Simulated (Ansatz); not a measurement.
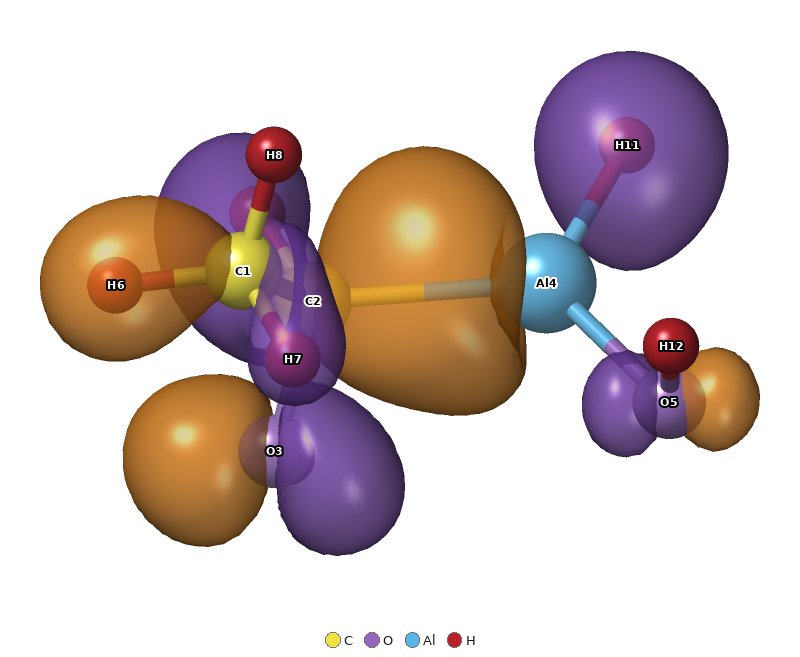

The picture shows: C$_{2}$H$_{7}$AlO$_{2}$. The HOMO at ±0.1 Å⁻³ᐟ² (orange and purple are the two phases), seen from one side.

Level of theory: SCF hf, Gaussian basis (Ansatz).

```xyz
12

C    -0.6133    0.3887    1.2591
C     0.4564   -0.3265    0.5456
O     1.6155    0.4152    0.6287
Al    0.0754   -0.6143   -1.3901
O    -0.2954    0.8032   -2.5060
H    -0.4016    0.5986    2.3154
H    -0.7871    1.4308    0.7802
H    -1.5704   -0.1275    1.1880
H     0.5846   -1.2990    1.0800
H     2.3913   -0.2108    0.4534
H    -0.1303   -2.1110   -1.9354
H    -1.2482    0.9975   -2.3850
```

> What is the character of this orbital?

Its weight (Hirshfeld) is mainly on C2 (about 30 %), O3 (about 20 %), Al4 (about 20 %), H11 (about 10 %) and C1 (about 5 %). Its energy is −9.85 eV.
